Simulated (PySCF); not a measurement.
# AlBr2H4N: the cost of one run

Computed with PySCF 2.14.0, with density-fitted response routines of our own, on a single molecule in the gas phase. Atoms are numbered from 0 throughout.

## (1) Starting geometry

8 atoms, charge 0, multiplicity 1; geometry from: PBE0-D3(BJ)/def2-SVP.

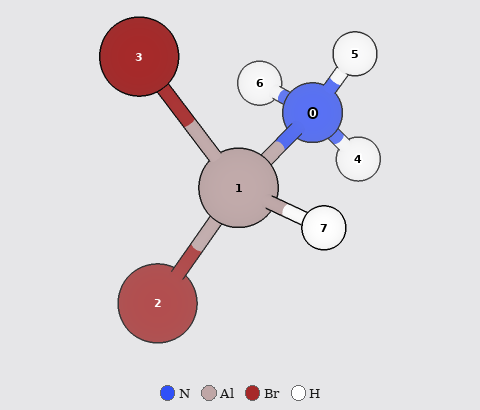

As it starts; nitrogen blue, aluminium light grey, bromine red, hydrogen white, atoms numbered; sticks join atoms by distance.

## (2) Core holes by ΔSCF: SCAN, X2C

The job: settings as JSON, then the geometry in Å.

```
{"job": {"kind": "xps"}, "charge": 0, "multiplicity": 1}
N     -1.005674    -0.000292     0.021081
Al     1.018276    -0.005851     0.203924
Br     1.429132     1.920597    -0.967518
Br     1.419590    -1.937930    -0.960963
H     -1.429220     0.849471     0.399766
H     -1.446671    -0.807682     0.467073
H     -1.234094    -0.038446    -0.975309
H      1.300659     0.001222     1.759209
```

Level: delta-SCF UKS SCAN, pcX-2 on the ionised atom, pcseg-1 elsewhere, spin-free X2C.

On the command line:

```console
$ OMP_NUM_THREADS=1 python probes_run.py task.json out
```

The driver reads the jobs from task.json and runs them one after another.

**Question.** How long does this first job take on 1 thread of Arm Neoverse V1, shared host, and how much memory does it need?

About 12 s, with a peak of 0.46 GiB.
